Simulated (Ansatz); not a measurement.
# ZnS: pressure series

Base system: ZnS in the zinc blende structure (space group F-43m, No. 216).

```
CELL_PARAMETERS angstrom
      0.00000     2.64841     2.64841
      2.64841     0.00000     2.64841
      2.64841     2.64841     0.00000
ATOMIC_POSITIONS crystal
  Zn 0.00000 0.00000 0.00000
  S  0.75000 0.75000 0.75000
```

Cell and atoms are relaxed at each pressure.

Method: plane-wave PAW DFT at the LDA level (Ansatz, a first-principles code, 420 eV), scalar-relativistic without spin-orbit coupling.

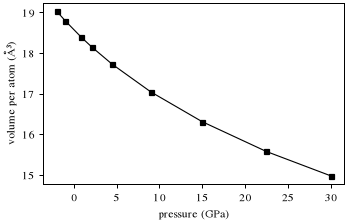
Volume against pressure

**Question.** Estimate the zero-pressure bulk modulus from the plot.

**Answer.** About 87 GPa; a third-order Birch–Murnaghan fit to the points gives V₀ = 18.57 Å³/atom, B₀ = 87 GPa and B₀′ = 4.4.

Measured bulk modulus of ZnS: 77.1 GPa (temperature not stated; as listed in Cormac Toher et al., Physical Review Materials (2017)); the computed value is for a static lattice, so the two differ by thermal effects too.

Between the base and pressure 9 GPa the gap moves from 2.13 eV to 2.52 eV, a mean slope of 44 meV/GPa.

Load acts through the strain it causes; cell and atoms are relaxed under it. Stability against distortions was not tested. Measured, ZnS leaves this structure (for rock salt) near 14.7 GPa (temperature not stated; as listed in Datta, Sujoy, Jana, Debnarayan, arXiv (2020)), on rising pressure, with hysteresis.
